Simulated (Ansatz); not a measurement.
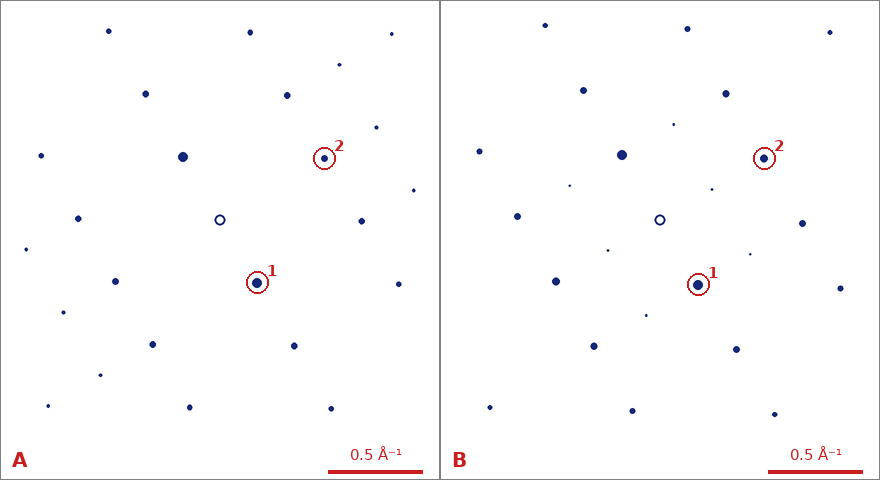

Kinematic electron diffraction patterns (200 kV, B = 0.5 Å², same scale) along [1-10] of the run's own cell, for the start and the end of one relaxation of GaAs3 with DFT PBE, scalar-relativistic, plane waves, PAW (Ansatz). k mesh 6×6×8. The start is a generated model structure, and the relaxation ends in the nearest stationary point of its symmetry, not necessarily the ground state. Spot 1 is 0 0 -2 and spot 2 is 2 2 0 in both.

Start structure:

```
CELL_PARAMETERS angstrom
6.15699 0.00000 0.00000
-3.07849 5.33211 0.00000
0.00000 0.00000 4.94193
ATOMIC_POSITIONS crystal
Ga 0.33333 0.66667 0.25000
Ga 0.66667 0.33333 0.75000
As 0.83300 0.66600 0.25000
As 0.16700 0.83300 0.75000
As 0.33400 0.16700 0.25000
As 0.16700 0.33400 0.75000
As 0.83300 0.16700 0.25000
As 0.66600 0.83300 0.75000
```

> Which pattern belongs to the start structure, and which to the relaxed one?

B is the start: its cell gives d(1) = 2.471 Å, d(2) = 1.539 Å and an angle of 90.0°. A is the relaxed structure, with d(1) = 2.546 Å (+3.0 %), d(2) = 1.534 Å (-0.3 %) and 90.0°.

> Summarise the relaxation behind the change.

The volume changed by +2.3 % to 20.76 Å³ an atom; with the mean shift removed, the atoms moved by up to 0.22 Å relative to the cell (As most); the space group stayed P6_3/mmc (No. 194); the free energy fell by 41 meV an atom. Relaxed cell: a = 6.137 Å, b = 6.137 Å, c = 5.091 Å, α = 90.00°, β = 90.00°, γ = 120.00°.
